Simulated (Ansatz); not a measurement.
## Fields on a plane of VN (rock salt)

```xyz
2
Lattice="0.0000 2.0585 2.0585 2.0585 0.0000 2.0585 2.0585 2.0585 0.0000" Properties=species:S:1:pos:R:3 pbc="T T T"
N      0.0000     0.0000     0.0000
V      2.0585     2.0585     2.0585
```

The slice is a {110} plane (indices of the conventional cell) through the point (0.000, 0.000, 0.000) (fractional), spanned by u = [100] and v = [1 -1 -1] in vectors of this cell: u (2.91 Å) and v (4.12 Å, at 90° to u). It covers one period; positions are fractions (u, v).

Atoms on it: N at (0.00, 0.00); V at (0.00, 0.50).

All values below come from PBE (plane waves to 420 eV, PAW, scalar-relativistic; Ansatz, an electronic-structure program). k mesh 19×19×19. Inside the PAW spheres the values are not all-electron values, and peaks at nuclei hang on which shells count as valence. The PAW data are Ansatz's earlier set. VN is run without spin polarisation. VN was relaxed with its symmetry unable to fall.

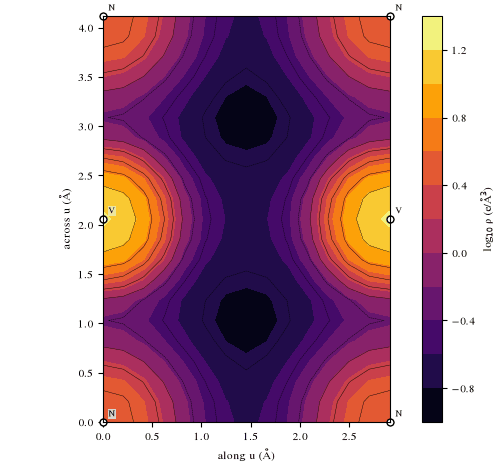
Fig. 1. Log₁₀ of the valence density in e/Å³, one period of the plane, atoms marked. The scale is logarithmic, as a density can span decades between atoms and voids.

```
|xxxx8899885522112255889988xx|
|7788999977441100114477999988|
|9999998855220000002255889999|
|7777665533110000001133556677|
|1111111100000000000000111111|
|1111000000000000000000000011|
|5555442200000000000000224455|
|8888775511000000000011557788|
|xxxx8866220000110000226688xx|
|xxxx8866220000110000226688xx|
|xxxx8866220000110000226688xx|
|8888775511000000000011557788|
|5555442200000000000000224455|
|1111000000000000000000000011|
|1111111100000000000000111111|
|7777665533110000001133556677|
|9999998855220000002255889999|
|7788999977441100114477999988|
|xxxx8899885522112255889988xx|
|xxxx7799885522112255889977xx|
```
Scale: ten equal steps from 0.10 (start of '0') to 0.81 (end of '9'), in the order '0123456789'. Values: electron localisation function (ELF). The map has 14 points along u (two characters each, u = 0 at the left) and 20 along v (v = 0 in the bottom row). Points within 0.4 Å of a nucleus are blanked (x), as the pseudised field means little there.

* **Density on the N–V line (2.06 Å) at its midpoint**: 0.57 e/Å³
* **ELF at that point**: 0.20
